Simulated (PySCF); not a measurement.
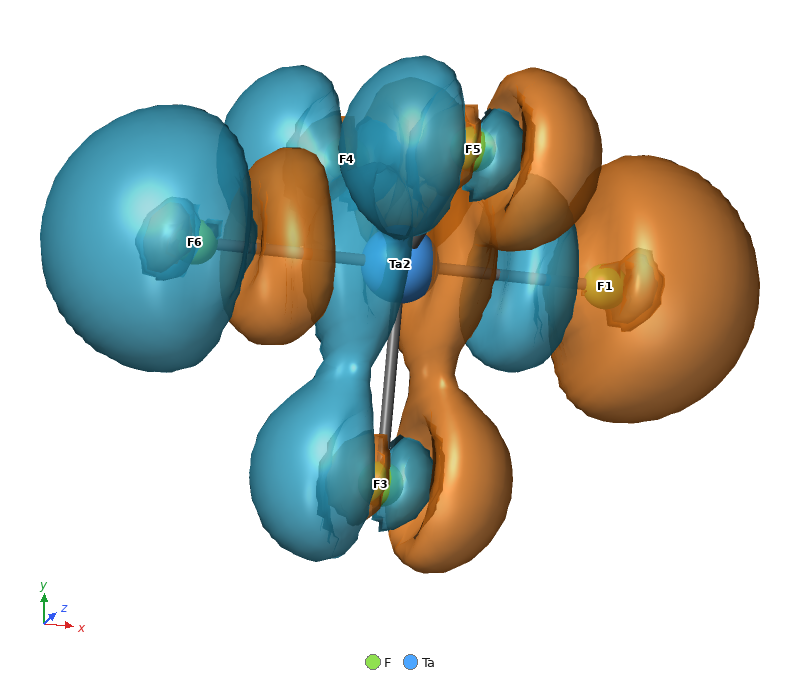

*F5Ta, SMILES `F[Ta](F)(F)(F)F`. Change of the electron density in a uniform field of 0.21 V/Å, surfaces at ±0.001 e/Å³ (light blue: gain, orange: loss).*

Method: PBE0/def2-TZVP; geometry: GFN2-xTB; program: PySCF. Core potentials replace the inner electrons of Ta; spin–orbit coupling isn't included. This is a single-reference result, which may miss multireference character in this system. No frequency check shows the geometry to be a minimum. A basis without diffuse functions makes polarisabilities too small. GFN2-xTB bond lengths at metals and heavier atoms can be off by up to 0.1 Å and shapes distorted, which carries into these values.

Geometry (Å), atoms numbered from 1:

```
F1       1.7958    0.0003   -0.0011
Ta2     -0.0001   -0.0001   -0.0001
F3      -0.0000   -1.7564   -0.4705
F4      -0.0011    1.2861   -1.2855
F5       0.0018    0.4708    1.7564
F6      -1.7957   -0.0001    0.0014
```

Along which Cartesian direction does the field point?

Along +x: electrons gather on the −x side, against the field.

How large is the response?

The induced dipole is 0.36 D (along the field); α along this axis, from the fields in both directions, is 36 bohr³ (5.3 Å³).

Which atoms gain and lose the most charge?

Electrons gather most on F6 (Hirshfeld charge changes by −0.011 e) and leave F1 most (+0.012 e); 0.034 electrons are displaced in all.

The PySCF run took 27 s on 1 thread of AMD EPYC 7R43 64-Core Processor (Zen 3), with other jobs on the host, peak memory 0.9 GiB.
